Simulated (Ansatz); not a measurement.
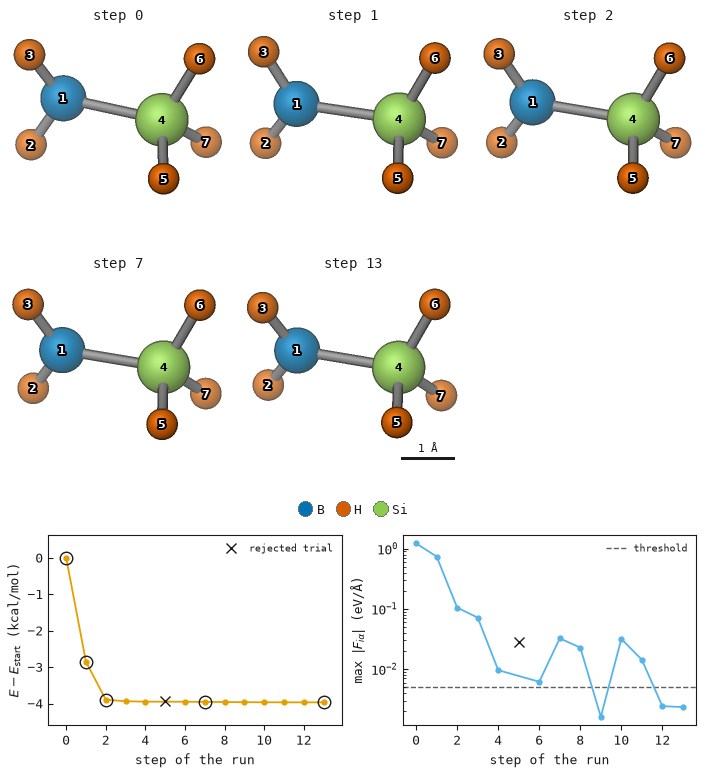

Frames of a relaxation of BSiH5, marked on the history of the run. Style: ball-and-stick. Shown at a tilt.

It is one of the separated products of a reaction.

Theory: Ansatz, RKS PBE0-D4/def2-TZVP. (force threshold 0.005 eV/Å; at most 200 steps)

What happens along the run?

Answer. Over 12 accepted moves (13 points after the start) the energy falls by 3.97 kcal/mol. The largest force component goes from 1.2 to 0.0023 eV/Å. The line search rejected the trial step at point 5 of the run. The forces were under the threshold at step 9, but the run went on from there. The largest move after the best rigid fit is that of H2, 0.24 Å. By element the largest moves are H 0.24 Å, B 0.14 Å, Si 0.05 Å. Among the contacts that change: Si4–H7 1.502 → 1.488 Å, Si4–H5 1.491 → 1.496 Å. Among the angles between lasting bonds that change: B1–Si4–H5 112.1° → 105.1°, B1–Si4–H7 109.7° → 113.7°, H2–B1–Si4 117.7° → 121.2°. From step 0 to 1: B1 moves most (0.20 Å), energy −2.86 kcal/mol. From step 1 to 2: B1 moves most (0.05 Å), energy −1.04 kcal/mol. From step 2 to 7: H3 moves most (0.11 Å), energy −0.06 kcal/mol. From step 7 to 13: H atoms move most (0.09 Å), energy −0.01 kcal/mol.

```
step  E − E(0), kcal/mol  largest force component, eV/Å      note
   0                0.00                         1.2228          
   1               -2.86                         0.7403          
   2               -3.90                         0.1049          
   3               -3.94                         0.0719          
   4               -3.95                         0.0096          
   5               -3.94                         0.0282  rejected
   6               -3.95                         0.0062          
   7               -3.96                         0.0325          
   8               -3.96                         0.0228          
   9               -3.96                         0.0016          
  10               -3.97                         0.0318          
  11               -3.97                         0.0143          
  12               -3.97                         0.0024          
  13               -3.97                         0.0023
```
